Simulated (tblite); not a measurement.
**Run report: C6H16N2Si, geometry relaxation (part 2 of 3)**

Continued. System: C6H16N2Si. Method: GFN2-xTB geometry optimisation, gas phase (tblite 0.8.0). It belongs to a series of runs on one base structure; here: H on C replaced by NMe2.

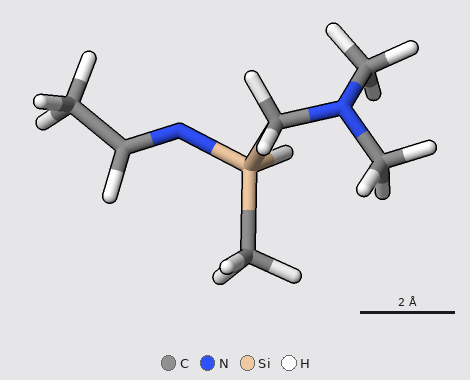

The geometry at step 90 of the log (stick view, seen at a tilt).

## Trajectory as extended XYZ, continued
```
25
Properties=species:S:1:pos:R:3:forces:R:3 step=52 energy=-777.00451
C     4.2139    0.5734    0.0836   -0.0300  -0.0250   0.0230
C     2.9409   -0.1579    0.3366    0.0350  -0.0360   0.0240
N     1.8268    0.4125    0.3640   -0.0080   0.0460  -0.0150
Si    0.2339   -0.1914    0.6254    0.0230  -0.0640  -0.0360
C     0.0954   -2.0885    0.8042    0.0080   0.0360  -0.0050
C    -0.7501    0.4078   -0.9137   -0.0340   0.0190  -0.0090
N    -2.1662    0.6565   -0.7203   -0.0210   0.0510  -0.0100
C    -2.8771   -0.5098   -0.2567    0.0420   0.0880   0.0110
C    -2.4566    1.8370    0.0767    0.0000   0.0020   0.0160
H     4.8162    0.0342   -0.6442    0.0110   0.0000  -0.0260
H     4.7795    0.6169    1.0145    0.0220   0.0200  -0.0130
H     4.0191    1.5823   -0.2669   -0.0240   0.0060   0.0330
H     3.0635   -1.2361    0.5195    0.0140   0.0040  -0.0230
H    -0.1816    0.5044    1.8494   -0.0020  -0.0320   0.0180
H     0.1916   -2.5804   -0.1619    0.0160   0.0130   0.0260
H    -0.8509   -2.4044    1.2326    0.0350  -0.0190   0.0320
H     0.8902   -2.4648    1.4435   -0.0260  -0.0100   0.0110
H    -0.6697   -0.3174   -1.7278    0.0280  -0.0580   0.0050
H    -0.3058    1.3315   -1.2844    0.0020   0.0310  -0.0170
H    -2.5635   -0.8277    0.7479    0.0020  -0.0330   0.0490
H    -3.9406   -0.2882   -0.2243   -0.1030   0.0030  -0.0750
H    -2.7060   -1.3263   -0.9534   -0.0070  -0.0670  -0.0250
H    -1.5428    2.3580    0.3583    0.0100   0.0170  -0.0470
H    -2.9912    1.5854    0.9962    0.0130   0.0070   0.0130
H    -3.0800    2.5171   -0.5112   -0.0080   0.0020   0.0410
25
Properties=species:S:1:pos:R:3:forces:R:3 step=60 energy=-777.01555
C     4.1832    0.5843    0.0785   -0.0280   0.0430   0.0250
C     2.9227   -0.1625    0.3410    0.0570  -0.0450  -0.0110
N     1.8145    0.4160    0.4102   -0.0060   0.0370  -0.0040
Si    0.2202   -0.1851    0.6510    0.0410  -0.1780   0.0030
C     0.0942   -2.0859    0.8312    0.0060   0.0260  -0.0070
C    -0.7339    0.3888   -0.9158   -0.0500  -0.0100   0.0560
N    -2.1494    0.6575   -0.7341    0.0030   0.0750  -0.0270
C    -2.8852   -0.5022   -0.2857    0.0810   0.1430  -0.0060
C    -2.4124    1.8323    0.0846    0.0000  -0.0270  -0.0040
H     4.7597    0.0959   -0.7050   -0.0080   0.0110   0.0150
H     4.7894    0.6049    0.9832    0.0280  -0.0600   0.0080
H     3.9472    1.6046   -0.2040    0.0290   0.0600  -0.0430
H     3.0418   -1.2477    0.4732    0.0160   0.0060   0.0010
H    -0.2225    0.5114    1.8593   -0.0110   0.0050   0.0790
H     0.2071   -2.5580   -0.1436   -0.0040  -0.0390   0.0550
H    -0.8494   -2.4223    1.2500   -0.0090   0.0240  -0.0210
H     0.8799   -2.4733    1.4757    0.0190   0.0610  -0.0200
H    -0.6428   -0.3729   -1.6945   -0.0510   0.0030  -0.0470
H    -0.2817    1.2984   -1.3144    0.0070  -0.0270   0.0040
H    -2.5760   -0.8317    0.7199   -0.0970  -0.0060  -0.0330
H    -3.9464   -0.2561   -0.2695   -0.0090  -0.0440  -0.0040
H    -2.7217   -1.3183   -0.9877   -0.0150  -0.0090   0.0090
H    -1.4882    2.3677    0.2973   -0.0270   0.0090  -0.0340
H    -2.8768    1.5711    1.0415    0.0430   0.0110  -0.0230
H    -3.0844    2.5075   -0.4546   -0.0170  -0.0680   0.0320
25
Properties=species:S:1:pos:R:3:forces:R:3 step=67 energy=-777.05509
C     4.1476    0.6442    0.0732    0.0140  -0.0160  -0.0340
C     2.9399   -0.1907    0.3298   -0.0650   0.0970  -0.0030
N     1.8169    0.3521    0.4506   -0.0680   0.0160   0.0280
Si    0.2205   -0.2432    0.6919   -0.0790   0.1360  -0.0290
C     0.0944   -2.1272    0.9057   -0.0110  -0.0420   0.0080
C    -0.7186    0.3409   -0.8920    0.0330   0.0030  -0.0670
N    -2.1235    0.6896   -0.7714    0.0230  -0.0870   0.0930
C    -2.9266   -0.4411   -0.3765   -0.0960  -0.1050   0.0400
C    -2.3603    1.8405    0.0806    0.0670   0.0040  -0.0030
H     4.6635    0.3049   -0.8239   -0.0400  -0.0140  -0.0210
H     4.8557    0.5730    0.8975   -0.0550  -0.0460   0.0500
H     3.8309    1.6772   -0.0464    0.0970  -0.0020  -0.0030
H     3.0889   -1.2783    0.3964    0.0950   0.0630  -0.0070
H    -0.2284    0.4310    1.9200    0.0520   0.0070  -0.0700
H     0.2453   -2.6363   -0.0419   -0.0010  -0.0650  -0.0140
H    -0.8641   -2.4439    1.3023   -0.0070  -0.0510   0.0120
H     0.8649   -2.4695    1.5905   -0.0090  -0.0480   0.0200
H    -0.6455   -0.4385   -1.6574   -0.0660  -0.0210   0.0230
H    -0.2170    1.2127   -1.3147    0.0710   0.0390   0.0660
H    -2.6545   -0.8286    0.6177    0.0160   0.0180   0.0490
H    -3.9765   -0.1520   -0.3450   -0.0110   0.0460  -0.0750
H    -2.8104   -1.2534   -1.0963    0.0190   0.1040  -0.0140
H    -1.4583    2.4434    0.1235    0.0070   0.1190  -0.0400
H    -2.6273    1.5705    1.1099    0.0330  -0.0730  -0.0040
H    -3.1685    2.4469   -0.3362   -0.0180  -0.0830  -0.0040
25
Properties=species:S:1:pos:R:3:forces:R:3 step=75 energy=-777.10768
C     4.1018    0.7108    0.0638   -0.0090   0.0310  -0.0460
C     2.9217   -0.1608    0.3096    0.0000   0.0540   0.0510
N     1.7883    0.3254    0.5163   -0.0630   0.0520  -0.0640
Si    0.2031   -0.2993    0.7287   -0.0390  -0.0080   0.0080
C     0.0872   -2.1823    0.9799    0.0100  -0.0350   0.0320
C    -0.6991    0.2766   -0.8752   -0.0220   0.0140  -0.0270
N    -2.0825    0.7038   -0.7833    0.0080  -0.0470   0.0040
C    -2.9746   -0.3814   -0.4548   -0.0170  -0.0600  -0.0520
C    -2.2730    1.8386    0.0887    0.0340  -0.0540  -0.0470
H     4.5052    0.4907   -0.9239    0.0470   0.0350   0.0120
H     4.8742    0.5021    0.7985    0.0830  -0.0110   0.0340
H     3.8092    1.7556    0.1214    0.0350  -0.0150  -0.0220
H     3.1359   -1.2376    0.2985   -0.0540  -0.0580  -0.0120
H    -0.2326    0.3866    1.9472   -0.0200   0.0320   0.0330
H     0.2842   -2.7238    0.0580   -0.0200  -0.0210   0.0090
H    -0.8735   -2.5119    1.3626   -0.0210   0.0030  -0.0390
H     0.8398   -2.4814    1.7041    0.0130  -0.0640   0.0030
H    -0.6721   -0.5255   -1.6159    0.0220  -0.0510  -0.0370
H    -0.1386    1.1086   -1.3052    0.0220   0.0440   0.0230
H    -2.7839   -0.8090    0.5454   -0.0100   0.0360  -0.0690
H    -4.0057   -0.0240   -0.4895    0.0660   0.0050   0.0160
H    -2.8585   -1.1678   -1.2045   -0.0200   0.0290   0.1120
H    -1.4753    2.5536   -0.0797    0.0740   0.0840  -0.0300
H    -2.2706    1.5622    1.1498   -0.0100   0.0030   0.0880
H    -3.2216    2.3143   -0.1527   -0.1080  -0.0010   0.0200
25
Properties=species:S:1:pos:R:3:forces:R:3 step=82 energy=-777.11623
C     4.1044    0.7203    0.0663    0.0000  -0.0010  -0.0240
C     2.9135   -0.1427    0.3061   -0.0070   0.0260   0.0060
N     1.7752    0.3401    0.5010    0.0250   0.0120   0.0050
Si    0.2009   -0.3136    0.7311    0.0160   0.0230   0.0030
C     0.0896   -2.1990    0.9934   -0.0070  -0.0190  -0.0040
C    -0.6956    0.2652   -0.8767   -0.0180   0.0160   0.0060
N    -2.0753    0.7029   -0.7848   -0.0070  -0.0050  -0.0060
C    -2.9822   -0.3722   -0.4652    0.0050  -0.0120  -0.0100
C    -2.2617    1.8385    0.0883   -0.0040  -0.0280  -0.0090
H     4.5011    0.5175   -0.9277    0.0100  -0.0050  -0.0160
H     4.8886    0.4892    0.7850   -0.0120  -0.0080   0.0260
H     3.8320    1.7688    0.1395   -0.0040   0.0010   0.0130
H     3.1166   -1.2228    0.2893    0.0000  -0.0170   0.0040
H    -0.2338    0.3778    1.9502   -0.0040  -0.0060  -0.0020
H     0.2850   -2.7474    0.0759    0.0040  -0.0040  -0.0360
H    -0.8776   -2.5226    1.3648   -0.0250   0.0140  -0.0010
H     0.8348   -2.5101    1.7208    0.0000  -0.0020   0.0090
H    -0.6685   -0.5379   -1.6193    0.0030   0.0230  -0.0020
H    -0.1290    1.0995   -1.2972    0.0090  -0.0080   0.0120
H    -2.8136   -0.7966    0.5377    0.0030   0.0300   0.0170
H    -4.0050    0.0022   -0.5190    0.0090  -0.0230   0.0160
H    -2.8644   -1.1686   -1.2004   -0.0090   0.0160   0.0170
H    -1.4959    2.5823   -0.1174    0.0100  -0.0010  -0.0320
H    -2.2102    1.5745    1.1536    0.0270  -0.0170   0.0270
H    -3.2397    2.2788   -0.1075   -0.0280  -0.0060  -0.0220
25
Properties=species:S:1:pos:R:3:forces:R:3 step=90 energy=-777.11945
C     4.1176    0.7092    0.0685   -0.0140  -0.0040  -0.0070
C     2.9124   -0.1318    0.3089   -0.0360   0.0190  -0.0410
N     1.7770    0.3657    0.4875    0.0190  -0.0490   0.0230
Si    0.2085   -0.3062    0.7209   -0.0170   0.0470   0.0060
C     0.0907   -2.1933    0.9715   -0.0090   0.0010   0.0030
C    -0.6989    0.2750   -0.8786   -0.0220   0.0150  -0.0110
N    -2.0839    0.6973   -0.7846   -0.0040  -0.0030   0.0080
C    -2.9789   -0.3815   -0.4438    0.0130  -0.0110  -0.0080
C    -2.2751    1.8346    0.0841    0.0090  -0.0050  -0.0130
H     4.5378    0.4760   -0.9099   -0.0220   0.0150   0.0100
H     4.8770    0.4810    0.8128    0.0370   0.0050   0.0410
H     3.8566    1.7619    0.1170    0.0130   0.0080  -0.0140
H     3.1000   -1.2138    0.3062    0.0140  -0.0430   0.0100
H    -0.2317    0.3789    1.9415    0.0030  -0.0050   0.0080
H     0.2770   -2.7368    0.0488    0.0050  -0.0040  -0.0170
H    -0.8795   -2.5066    1.3443   -0.0230   0.0020  -0.0130
H     0.8318   -2.5178    1.6971    0.0150   0.0030  -0.0020
H    -0.6642   -0.5170   -1.6322    0.0150   0.0050   0.0000
H    -0.1378    1.1196   -1.2855   -0.0190  -0.0050  -0.0140
H    -2.8128   -0.7680    0.5748    0.0070  -0.0100  -0.0010
H    -4.0079   -0.0259   -0.5145    0.0290  -0.0050   0.0030
H    -2.8435   -1.1961   -1.1552   -0.0070   0.0040   0.0330
H    -1.5101    2.5779   -0.1265   -0.0030   0.0230  -0.0180
H    -2.2182    1.5712    1.1503    0.0040   0.0120   0.0010
H    -3.2549    2.2707   -0.1156   -0.0050  -0.0140   0.0120
25
Properties=species:S:1:pos:R:3:forces:R:3 step=97 energy=-777.12333
C     4.1323    0.6913    0.0809    0.0130   0.0040   0.0190
C     2.9151   -0.1370    0.3116    0.0150  -0.0160  -0.0170
N     1.7812    0.3666    0.4766    0.0070   0.0150   0.0140
Si    0.2056   -0.2878    0.7092    0.0170  -0.0130   0.0040
C     0.0865   -2.1782    0.9360    0.0010   0.0030   0.0040
C    -0.7087    0.2926   -0.8853    0.0410  -0.0010  -0.0110
N    -2.0991    0.6893   -0.7843    0.0190   0.0020   0.0210
C    -2.9723   -0.3962   -0.4099    0.0030   0.0080   0.0100
C    -2.2919    1.8331    0.0751   -0.0160   0.0270   0.0070
H     4.5759    0.4293   -0.8793    0.0050  -0.0150   0.0200
H     4.8674    0.4789    0.8573   -0.0020   0.0060  -0.0310
H     3.8887    1.7497    0.0891   -0.0380  -0.0130   0.0170
H     3.0993   -1.2219    0.3224   -0.0060   0.0100   0.0010
H    -0.2247    0.3836    1.9429    0.0100  -0.0110  -0.0300
H     0.2730   -2.7142    0.0080   -0.0180   0.0240   0.0000
H    -0.8850   -2.4908    1.3069    0.0060  -0.0240  -0.0090
H     0.8316   -2.5089    1.6549   -0.0150  -0.0070   0.0120
H    -0.6542   -0.4886   -1.6483   -0.0180  -0.0360   0.0030
H    -0.1646    1.1491   -1.2868    0.0110   0.0410  -0.0130
H    -2.8155   -0.7297    0.6291   -0.0120   0.0050  -0.0070
H    -4.0049   -0.0634   -0.5205   -0.0080  -0.0300   0.0410
H    -2.8088   -1.2438   -1.0735    0.0190   0.0140  -0.0180
H    -1.5473    2.5908   -0.1611   -0.0240  -0.0070  -0.0130
H    -2.2061    1.5832    1.1442    0.0030   0.0220  -0.0420
H    -3.2844    2.2472   -0.1073   -0.0120  -0.0080   0.0200
25
Properties=species:S:1:pos:R:3:forces:R:3 step=105 energy=-777.13092
C     4.1526    0.6769    0.1015    0.0130  -0.0070   0.0420
C     2.9314   -0.1502    0.3132    0.0190  -0.0230   0.0180
N     1.7991    0.3585    0.4722   -0.0330   0.0130  -0.0030
Si    0.2152   -0.2787    0.6930   -0.0130  -0.0220   0.0290
C     0.0577   -2.1704    0.8939    0.0120   0.0090  -0.0140
C    -0.7043    0.3198   -0.8924    0.0070  -0.0270   0.0190
N    -2.1053    0.6777   -0.7825   -0.0140   0.0150   0.0300
C    -2.9480   -0.4127   -0.3542   -0.0080   0.0020   0.0200
C    -2.3187    1.8403    0.0441   -0.0240   0.0460   0.0370
H     4.6269    0.3972   -0.8378    0.0030   0.0020  -0.0140
H     4.8665    0.4821    0.9018   -0.0080  -0.0040  -0.0130
H     3.9033    1.7336    0.0884   -0.0250  -0.0080  -0.0050
H     3.1115   -1.2359    0.3252   -0.0070   0.0140  -0.0110
H    -0.2079    0.3749    1.9380    0.0090   0.0170  -0.0190
H     0.2548   -2.6834   -0.0447    0.0140  -0.0200   0.0150
H    -0.9236   -2.4862    1.2362    0.0110   0.0290  -0.0070
H     0.7836   -2.5241    1.6220   -0.0050  -0.0200  -0.0170
H    -0.6325   -0.4540   -1.6618   -0.0180  -0.0130  -0.0230
H    -0.1840    1.1967   -1.2832    0.0010  -0.0080   0.0000
H    -2.7803   -0.6973    0.6966    0.0410  -0.0100   0.0050
H    -3.9897   -0.1096   -0.4613   -0.0220  -0.0060  -0.0070
H    -2.7761   -1.2830   -0.9833    0.0480  -0.0110  -0.0360
H    -1.6577    2.6425   -0.2793   -0.0270  -0.0140  -0.0130
H    -2.1313    1.6443    1.1117    0.0060   0.0210  -0.0310
H    -3.3539    2.1652   -0.0695    0.0180   0.0240  -0.0010
25
Properties=species:S:1:pos:R:3:forces:R:3 step=112 energy=-777.13505
C     4.1572    0.6691    0.1150   -0.0040   0.0040   0.0020
C     2.9350   -0.1583    0.3202    0.0060  -0.0130   0.0000
N     1.8040    0.3531    0.4811   -0.0120   0.0270  -0.0160
Si    0.2171   -0.2777    0.6902   -0.0020  -0.0060   0.0010
C     0.0457   -2.1694    0.8718    0.0070   0.0050  -0.0050
C    -0.7056    0.3264   -0.8925   -0.0040   0.0160   0.0140
N    -2.1091    0.6765   -0.7736   -0.0190  -0.0120  -0.0130
C    -2.9262   -0.4244   -0.3251   -0.0100  -0.0230   0.0090
C    -2.3329    1.8534    0.0310    0.0070  -0.0010  -0.0060
H     4.6384    0.3860   -0.8203    0.0050  -0.0040   0.0070
H     4.8671    0.4863    0.9217   -0.0220  -0.0090  -0.0180
H     3.8988    1.7234    0.0890   -0.0030   0.0030   0.0150
H     3.1083   -1.2440    0.3180    0.0120  -0.0090   0.0030
H    -0.2028    0.3852    1.9312   -0.0030  -0.0060  -0.0080
H     0.2497   -2.6766   -0.0686   -0.0040  -0.0080   0.0070
H    -0.9462   -2.4692    1.1962    0.0090  -0.0150  -0.0030
H     0.7549   -2.5447    1.6048   -0.0010   0.0030   0.0040
H    -0.6338   -0.4433   -1.6684   -0.0240   0.0210   0.0220
H    -0.1908    1.2071   -1.2802    0.0090   0.0050  -0.0030
H    -2.7286   -0.7055    0.7223    0.0010   0.0080  -0.0180
H    -3.9771   -0.1450   -0.4144    0.0180  -0.0080   0.0030
H    -2.7423   -1.2903   -0.9592    0.0040  -0.0020   0.0030
H    -1.7149    2.6663   -0.3430    0.0250   0.0170  -0.0100
H    -2.0966    1.6940    1.0932    0.0000   0.0180   0.0120
H    -3.3802    2.1457   -0.0526    0.0040  -0.0140  -0.0010
25
Properties=species:S:1:pos:R:3:forces:R:3 step=120 energy=-777.13594
C     4.1596    0.6654    0.1197    0.0000   0.0000   0.0050
C     2.9366   -0.1617    0.3189   -0.0020  -0.0010  -0.0080
N     1.8046    0.3511    0.4695   -0.0010   0.0020  -0.0060
Si    0.2180   -0.2790    0.6836   -0.0010  -0.0080   0.0030
C     0.0467   -2.1716    0.8638    0.0000   0.0010  -0.0020
C    -0.7103    0.3342   -0.8914    0.0030  -0.0040  -0.0030
N    -2.1144    0.6783   -0.7698   -0.0050  -0.0100  -0.0030
C    -2.9225   -0.4275   -0.3160   -0.0050  -0.0030   0.0120
C    -2.3390    1.8602    0.0269    0.0010  -0.0040  -0.0030
H     4.6483    0.3812   -0.8115   -0.0020   0.0050   0.0080
H     4.8619    0.4803    0.9318   -0.0010  -0.0040  -0.0060
H     3.9022    1.7201    0.0941    0.0000  -0.0020   0.0030
H     3.1128   -1.2472    0.3231   -0.0070  -0.0030   0.0040
H    -0.1962    0.3835    1.9266   -0.0060  -0.0070  -0.0010
H     0.2523   -2.6809   -0.0751    0.0060   0.0040   0.0000
H    -0.9457   -2.4734    1.1851    0.0040  -0.0040   0.0030
H     0.7533   -2.5473    1.5993    0.0020   0.0100  -0.0010
H    -0.6426   -0.4330   -1.6689    0.0030  -0.0030  -0.0090
H    -0.1968    1.2157   -1.2792    0.0020   0.0070   0.0050
H    -2.7270   -0.6971    0.7339    0.0010   0.0030   0.0030
H    -3.9754   -0.1605   -0.4135    0.0030  -0.0020   0.0040
H    -2.7258   -1.2978   -0.9406    0.0030   0.0140  -0.0010
H    -1.7379    2.6766   -0.3692   -0.0010   0.0030  -0.0010
H    -2.0814    1.7198    1.0872    0.0040  -0.0020  -0.0010
H    -3.3920    2.1347   -0.0404    0.0010   0.0080  -0.0040
25
Properties=species:S:1:pos:R:3:forces:R:3 step=127 energy=-777.13629
C     4.1581    0.6629    0.1223    0.0040  -0.0060   0.0060
C     2.9337   -0.1635    0.3164   -0.0010  -0.0030   0.0050
N     1.8016    0.3508    0.4618    0.0030   0.0000   0.0070
Si    0.2155   -0.2793    0.6801   -0.0010  -0.0090  -0.0080
C     0.0473   -2.1716    0.8598    0.0070  -0.0020   0.0010
C    -0.7121    0.3361   -0.8935   -0.0020   0.0050  -0.0020
N    -2.1167    0.6777   -0.7686   -0.0030   0.0010  -0.0120
C    -2.9192   -0.4292   -0.3080    0.0010   0.0030   0.0020
C    -2.3404    1.8631    0.0233    0.0000  -0.0030  -0.0070
H     4.6512    0.3813   -0.8072   -0.0090   0.0010  -0.0020
H     4.8576    0.4737    0.9360   -0.0030   0.0010  -0.0010
H     3.9028    1.7183    0.0989   -0.0030  -0.0090   0.0030
H     3.1084   -1.2498    0.3266   -0.0040   0.0150  -0.0050
H    -0.2006    0.3782    1.9246   -0.0010   0.0030   0.0030
H     0.2575   -2.6791   -0.0790    0.0030  -0.0030   0.0030
H    -0.9434   -2.4791    1.1808    0.0040   0.0030  -0.0030
H     0.7552   -2.5422    1.5964    0.0070  -0.0030   0.0010
H    -0.6418   -0.4278   -1.6744   -0.0050   0.0080   0.0010
H    -0.2001    1.2208   -1.2762    0.0020   0.0010  -0.0020
H    -2.7199   -0.6940    0.7424    0.0000   0.0000   0.0000
H    -3.9737   -0.1688   -0.4048   -0.0010   0.0050   0.0050
H    -2.7176   -1.2984   -0.9319   -0.0050  -0.0060   0.0070
H    -1.7443    2.6790   -0.3809    0.0030   0.0050  -0.0010
H    -2.0757    1.7293    1.0825    0.0010  -0.0030   0.0030
H    -3.3943    2.1357   -0.0396    0.0010  -0.0020  -0.0020
```
